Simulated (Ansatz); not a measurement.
# AlH2Br (SMILES [AlH2][Br]): levels of theory compared

Wanted: a comparison of 6 runs (B3LYP/STO-3G, SVWN5/STO-3G, wB97M-V/STO-3G, wB97X/STO-3G, RPA@PBE/STO-3G, CCSDT(Q)/STO-3G) of AlH2Br. 

The results are computed with Ansatz 0.2.0.

58 further runs of the same task are left out: 7 that didn't finish, 51 set aside as unsound or not needed.

## (1) The system as given

AlH2Br has 4 atoms, charge 0, and is taken as a singlet. As SMILES, `[AlH2][Br]`. The Br2–Al1 distance was set to 2.821 Å, away from the relaxed value.

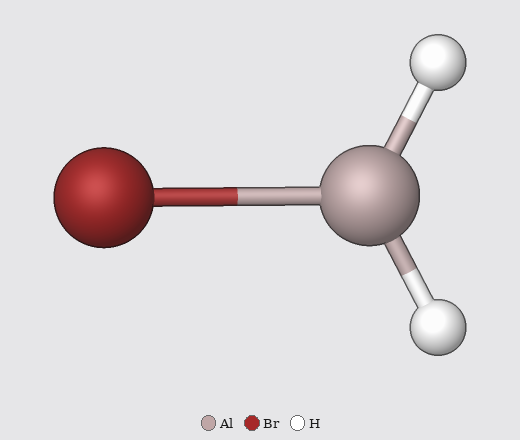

Viewed from a chosen angle; aluminium light grey, bromine red, hydrogen white.

## (2) The energy at B3LYP/STO-3G (run 1)

The input, input.yaml:

```yaml
crystal:
  periodic: [false, false, false]
  atoms:
    - {symbol: Al, position_ang: [-0.606582, -0.205020, -0.407789]}
    - {symbol: Br, position_ang: [1.684900, 0.496600, 1.079700]}
    - {symbol: H, position_ang: [-1.019882, -1.725120, -0.436689]}
    - {symbol: H, position_ang: [-1.377982, 0.952380, -1.147889]}
basis:
  gaussian:
    orbitals: STO-3G
hamiltonian:
  xc: {name: B3LYP}
accuracy: high
```

On the command line:

```
ansatz run input.yaml --threads 1 --pin off --max-ram 2610MiB --events-out events.jsonl --progress --plain --runs-dir runs
```

The program printed:

```text
Warning: RAYON_NUM_THREADS=1 ignored (pool sized by the plan → 1); use --threads N
Functional definition: B3LYP
  name "B3LYP"
  parameter a0 = 0.2
  parameter ax = 0.72
  parameter ac = 0.81
  exchange = (1 - a0 - ax)*slater_x + ax*b88_x + a0*exact_x
  correlation = (1 - ac)*vwn_rpa_c + ac*lyp_c
393 factors; integrals over basis functions are off by at most 1.2e-8 eV
mean field evaluation 1: about -75826.4255 eV, gradient 2.3e1 eV
mean field evaluation 2: about -75804.2735 eV, gradient 7.6e1 eV
mean field evaluation 4: about -75829.3719 eV, gradient 2.0e0 eV
mean field evaluation 8: about -75829.3654 eV, gradient 7.1e-2 eV
mean field evaluation 16: about -75829.3655 eV, gradient 1.1e-8 eV
mean field -75829.36547469 eV, -2786.6777822050 hartree, gradient 1.0e-8 eV, S^2 0.000000; 0 other end points of the search recorded, 0 dependent functions left out
reference -75829.36550270 eV, -2786.6777832344 hartree; 25, 25 occupied and 4, 4 virtual orbitals, 393 factors
Total energy: -75829.36550270 eV, -2786.6777832344 hartree
```

It took 1.3 s on 1 thread of Arm Neoverse V1, shared host; peak memory 0.097 GiB.

## (3) A single-point energy at SVWN5/STO-3G (run 2)

The input, input.yaml:

```yaml
crystal:
  periodic: [false, false, false]
  atoms:
    - symbol: Al
      position_ang: [-0.606582, -0.205020, -0.407789]
    - symbol: Br
      position_ang: [1.684900, 0.496600, 1.079700]
    - symbol: H
      position_ang: [-1.019882, -1.725120, -0.436689]
    - symbol: H
      position_ang: [-1.377982, 0.952380, -1.147889]
basis:
  gaussian:
    orbitals: STO-3G
hamiltonian:
  xc: {name: SVWN5}
accuracy: high
```

On the command line:

```
ansatz run input.yaml --threads 1 --pin off --max-ram 2610MiB --events-out events.jsonl --progress --plain --runs-dir runs
```

The program printed:

```text
Warning: RAYON_NUM_THREADS=1 ignored (pool sized by the plan → 1); use --threads N
Functional definition: SVWN5
  name "SVWN5"
  exchange = slater_x
  correlation = vwn5_c
393 factors; integrals over basis functions are off by at most 1.2e-8 eV
mean field evaluation 1: about -75693.4227 eV, gradient 2.7e1 eV
mean field evaluation 2: about -75630.8284 eV, gradient 8.9e1 eV
mean field evaluation 4: about -75696.8487 eV, gradient 2.4e0 eV
mean field evaluation 8: about -75696.8336 eV, gradient 1.8e-2 eV
mean field evaluation 16: about -75696.8336 eV, gradient 5.2e-7 eV
mean field -75696.83358067 eV, -2781.8073249329 hartree, gradient 7.3e-8 eV, S^2 0.000000; 0 other end points of the search recorded, 0 dependent functions left out
reference -75696.83358240 eV, -2781.8073249965 hartree; 25, 25 occupied and 4, 4 virtual orbitals, 393 factors
Total energy: -75696.83358240 eV, -2781.8073249965 hartree
```

Run time: 0.85 s. Hardware: 1 thread of Arm Neoverse V1, shared host; peak memory 0.095 GiB.

Runs 3 to 5 aren't shown in full; the table further down has their settings and results.

## (4) The energy at CCSDT(Q)/STO-3G (run 6)

Edit input.yaml of step 3 so:

```diff
@@ -14,4 +14,9 @@
     orbitals: STO-3G
-hamiltonian:
-  xc: {name: SVWN5}
+magnetization:
+  spin_polarized: false
+correlation:
+  method: ccsdt_q
+  frozen_orbitals: {Al: 5, Br: 9, H: 0}
 accuracy: high
+scf:
+  omitted_lower_state_checks: [cluster_reference, increment]
```

On the command line:

```
ansatz run input.yaml --threads 1 --pin off --max-ram 2610MiB --events-out events.jsonl --progress --plain --runs-dir runs
```

The program printed:

```text
Warning: RAYON_NUM_THREADS=1 ignored (pool sized by the plan → 1); use --threads N
Functional definition: HF
  name "HF"
  exchange = exact_x
  correlation = 0
these checks for a lower state are left out or cut short: cluster_reference, increment
393 factors; integrals over basis functions are off by at most 1.2e-8 eV
mean field evaluation 1: about -75776.6515 eV, gradient 1.6e1 eV
mean field evaluation 2: about -75776.6602 eV, gradient 1.6e1 eV
mean field evaluation 4: about -75778.6529 eV, gradient 8.6e-1 eV
mean field evaluation 8: about -75778.6550 eV, gradient 2.3e-5 eV
mean field -75778.65498854 eV, -2784.8142062116 hartree, gradient 6.2e-9 eV, S^2 0.000000; 0 other end points of the search recorded, 0 dependent functions left out
14 core orbitals not correlated: weight in the atoms' cores, before any rotation towards them, 0.999 or more for the frozen orbitals, at most 0.001 for the correlated occupied ones
reference -75778.65498854 eV, -2784.8142062116 hartree; 11, 11 occupied and 4, 4 virtual orbitals, 393 factors
second order -1.05065148 eV of doubles, -0.00000000 eV of singles
cycle   1  -1.34346730 eV  change   -2.9e-1 eV  update   6.9e-2
cycle   2  -1.54218122 eV  change   -2.0e-1 eV  update   3.1e-2
cycle   3  -1.58769489 eV  change   -4.6e-2 eV  update   1.6e-2
cycle   4  -1.59021177 eV  change   -2.5e-3 eV  update   4.3e-3
cycle   5  -1.58991064 eV  change    3.0e-4 eV  update   2.4e-3
cycle   6  -1.58990925 eV  change    1.4e-6 eV  update   7.4e-4
cycle   7  -1.58987562 eV  change    3.4e-5 eV  update   3.2e-4
cycle   8  -1.58983296 eV  change    4.3e-5 eV  update   1.5e-4
cycle   9  -1.58987189 eV  change   -3.9e-5 eV  update   6.3e-5
cycle  10  -1.58991519 eV  change   -4.3e-5 eV  update   2.1e-5
cycle  11  -1.58991796 eV  change   -2.8e-6 eV  update   9.5e-6
cycle  12  -1.58992044 eV  change   -2.5e-6 eV  update   4.6e-6
cycle  13  -1.58991649 eV  change    4.0e-6 eV  update   1.5e-6
cycle  14  -1.58991460 eV  change    1.9e-6 eV  update   6.8e-7
cycle  15  -1.58991447 eV  change    1.3e-7 eV  update   2.7e-7
cycle  16  -1.58991444 eV  change    3.2e-8 eV  update   9.4e-8
cycle  17  -1.58991443 eV  change    1.4e-8 eV  update   2.5e-8
cycle  18  -1.58991399 eV  change    4.3e-7 eV  update   1.5e-7
cycle  19  -1.58991377 eV  change    2.2e-7 eV  update   6.4e-8
cycle  20  -1.58991376 eV  change    1.7e-8 eV  update   3.1e-8
cycle  21  -1.58991375 eV  change    1.2e-8 eV  update   1.3e-8
cycle  22  -1.58991375 eV  change   -3.0e-9 eV  update   5.9e-9
cycle  23  -1.58991375 eV  change  -3.6e-10 eV  update   2.3e-9
perturbative correction -0.00012983 eV, -0.0000047712 hartree
Total energy: -75780.24503212 eV, -2784.8726392354 hartree
Checks for a lower state left out: cluster_reference, increment
```

Run time: 0.62 s. Hardware: 1 thread of Arm Neoverse V1, shared host.

## (5) All runs side by side

```tsv
run	level	frozen core orbitals	energy (Eh)	wall time
1	B3LYP/STO-3G	–	-2786.677783	1.3 s
2	SVWN5/STO-3G	–	-2781.807325	0.85 s
3	wB97M-V/STO-3G	–	-2786.790251	20 s
4	wB97X/STO-3G	–	-2786.735815	5.7 s
5	RPA@PBE/STO-3G	14	-2784.904313	2 s
6	CCSDT(Q)/STO-3G	14	-2784.872639	0.62 s
```

## (6) What came out

| quantity | value |
| --- | --- |
| run 6: total energy | -2784.87264 Eh |
| run 6: correlation energy (14 core orbitals frozen) | -58.4 mEh |
| run 6: T1 diagnostic | 0.011 |

**Reading.** Totals of different functionals can't be ranked against each other. In runs 1, 2, 3, 4, 5, 6 the basis is minimal, so the values are rough. All runs together took 31 s, the longest 20 s.
